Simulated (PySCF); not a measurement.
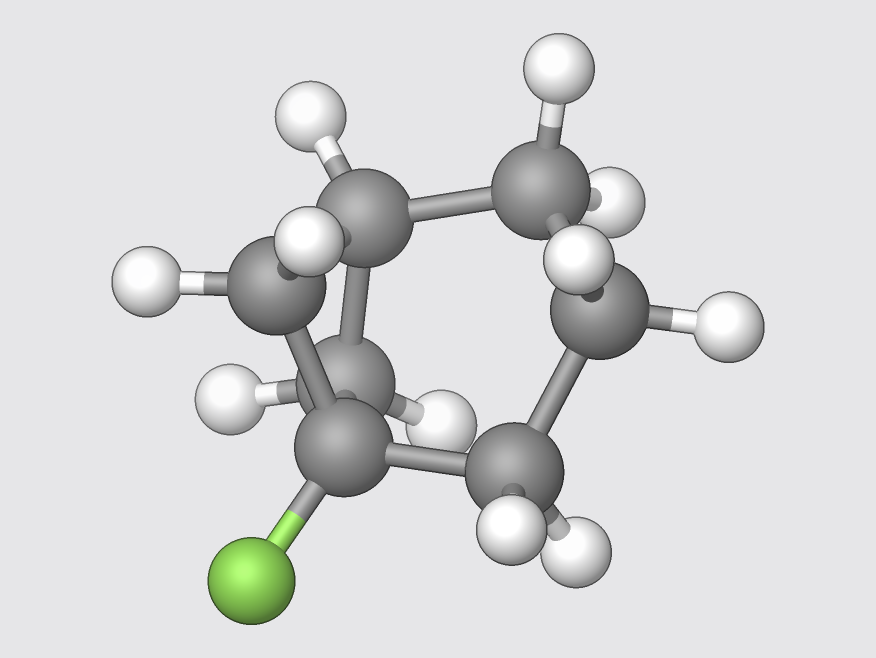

Colours: fluorine green, carbon grey, hydrogen white.

The geometry was computed by an optimisation with GFN2-xTB. No frequency run is at hand to confirm it as a minimum.

**Which formula does it have?**

C7H11F, 19 atoms: 7 carbon, 11 hydrogen and 1 fluorine.

**Which point group does it belong to?**

C1.

**What is its SMILES?**

F[C@]12CCC[C@H](C1)C2

More results for the same structure follow; atom numbers are the same in all pictures, views and colours differ.

## Geometry

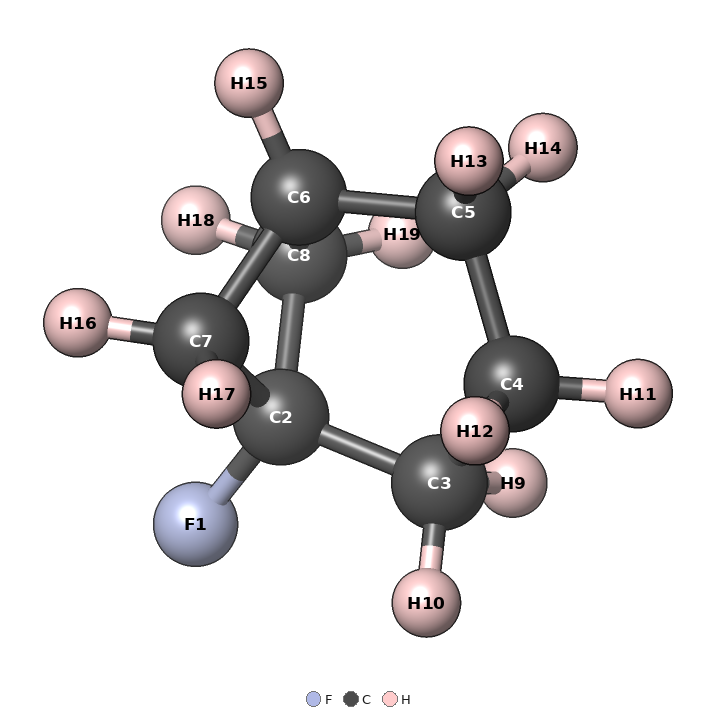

Numbered structure. No frequency run is at hand to confirm it as a minimum.

Which atoms are bonded, and how long are the bonds? Leave out bonds to hydrogen.

| bond | length (Å) | order |
| --- | --- | --- |
| F1–C2 | 1.381 | single |
| C2–C3 | 1.523 | single |
| C2–C7 | 1.532 | single |
| C2–C8 | 1.529 | single |
| C3–C4 | 1.536 | single |
| C4–C5 | 1.537 | single |
| C5–C6 | 1.528 | single |
| C6–C7 | 1.540 | single |
| C6–C8 | 1.539 | single |

## Polarisability

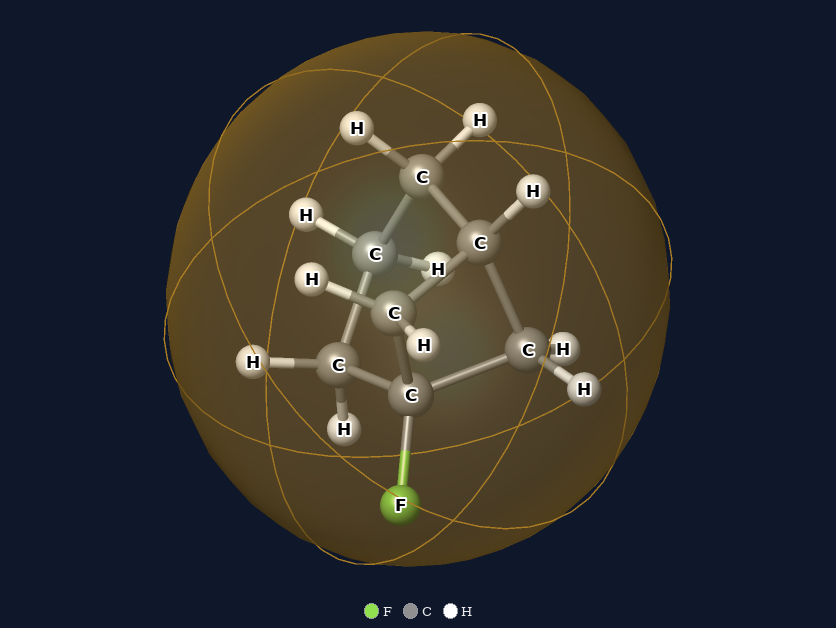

The ellipsoid shows the static dipole polarisability: its half-axes are proportional to the principal values. No frequency run is at hand to confirm it as a minimum. Computed with PBE0/def2-SVPD (PySCF 2.14.0).

**How large and how anisotropic is the polarisability?**

Principal values 71.7, 76.8, 79.2 bohr³; mean 75.9 bohr³ (11.25 Å³); anisotropy 6.6 bohr³, so the longest axis is 1.10 times the shortest.

## Charges

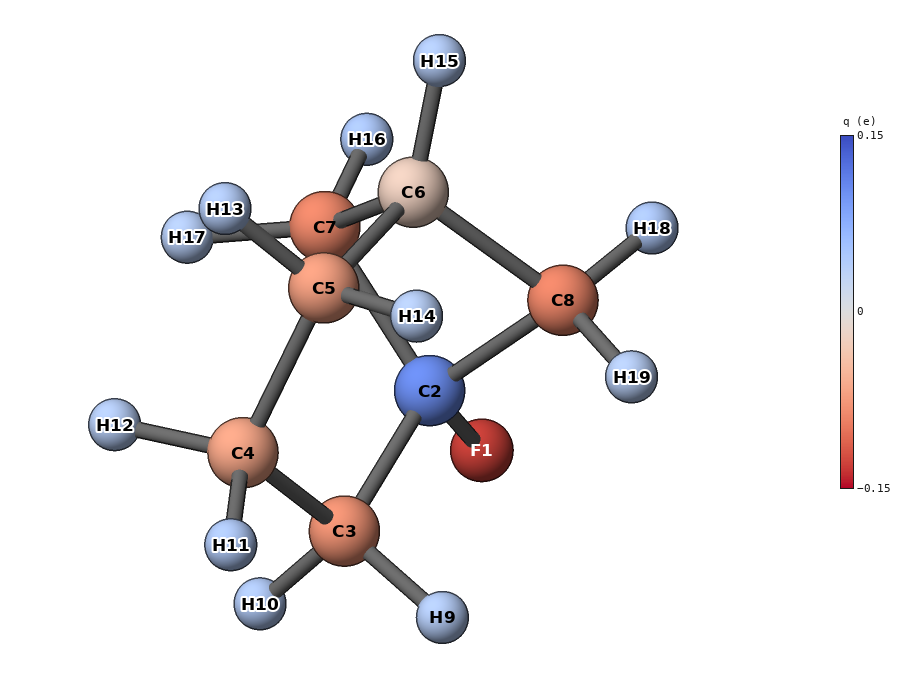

Atoms are coloured by their Hirshfeld charges. No frequency run is at hand to confirm it as a minimum. Method: PBE0/pcSseg-1, gas phase (PySCF 2.14.0).

Give the Hirshfeld charges atom by atom.

```csv
atom,value (e)
F1,−0.13
C2,0.10
C3,−0.08
C4,−0.06
C5,−0.07
C6,−0.02
C7,−0.09
C8,−0.09
H9,0.04
H10,0.04
H11,0.04
H12,0.04
H13,0.04
H14,0.04
H15,0.04
H16,0.04
H17,0.04
H18,0.04
H19,0.04
```

## NMR shielding

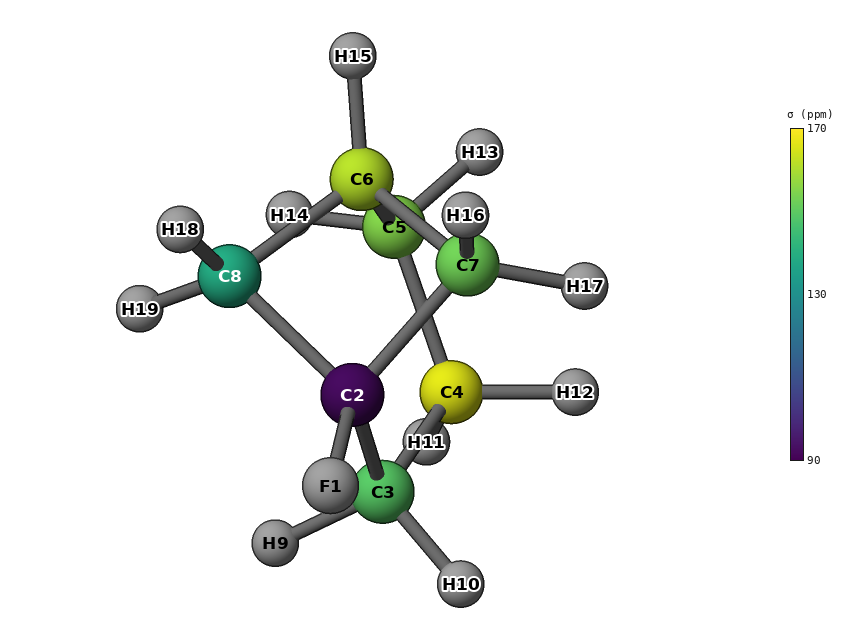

Atoms are coloured by their isotropic NMR shieldings (C only, the others grey). No frequency run is at hand to confirm it as a minimum. Level of theory: GIAO PBE0/pcSseg-1 NMR shielding, non-relativistic, gas phase (PySCF 2.14.0).

Give the isotropic NMR shieldings of the C atoms atom by atom.

```
atom  σ (ppm)
  C2     92.3
  C3    149.2
  C4    166.0
  C5    155.2
  C6    161.0
  C7    152.6
  C8    138.8
```

## Ring current

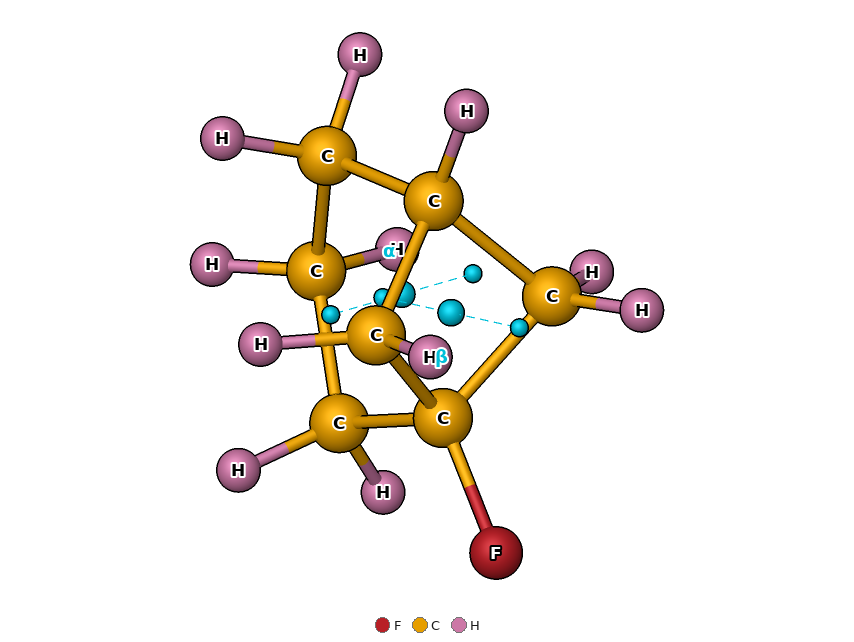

The small points mark where nucleus-independent chemical shifts (NICS) were computed: at the centre of each lettered ring and 1 Å above and below it. No frequency run is at hand to confirm it as a minimum. Level of theory: GIAO PBE0/pcSseg-1 NMR shielding, non-relativistic, gas phase (PySCF 2.14.0).

Give NICS(0), NICS(1) and the out-of-plane component NICS(1)zz for each ring (means of the two sides).

```csv
ring,members,NICS(0),NICS(1),NICS(1)zz
α,C6,−5.5,−5.2,−1.8
β,C4,−9.4,−4.2,−6.1
```

Values in ppm.

**What do the values say about the ring currents?**

Ring α: weak, as in a non-aromatic ring. NICS is one index among several.
